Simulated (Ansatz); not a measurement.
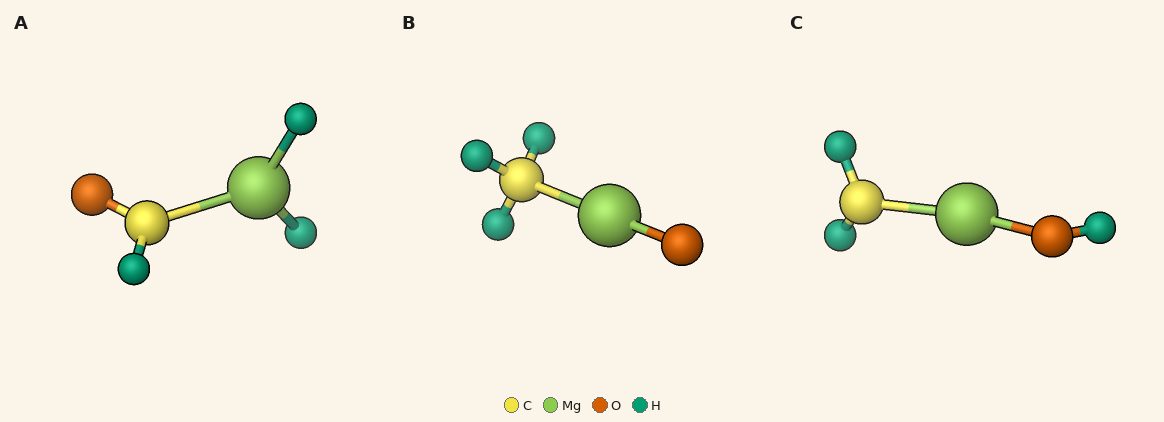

3 stationary structures of one formula. Charge −1, singlet. Geometries: PBE0-D4/def2-TZVPD. Electronic energies: ωB97M-V/def2-TZVPPD (Ansatz 0.2.0), without zero-point energy. No frequency run is at hand to confirm each as a minimum.

### Which structure is the most stable?

B is lowest; C lies 22.9 kJ/mol above it, A lies 61.1 kJ/mol above it (Cs).
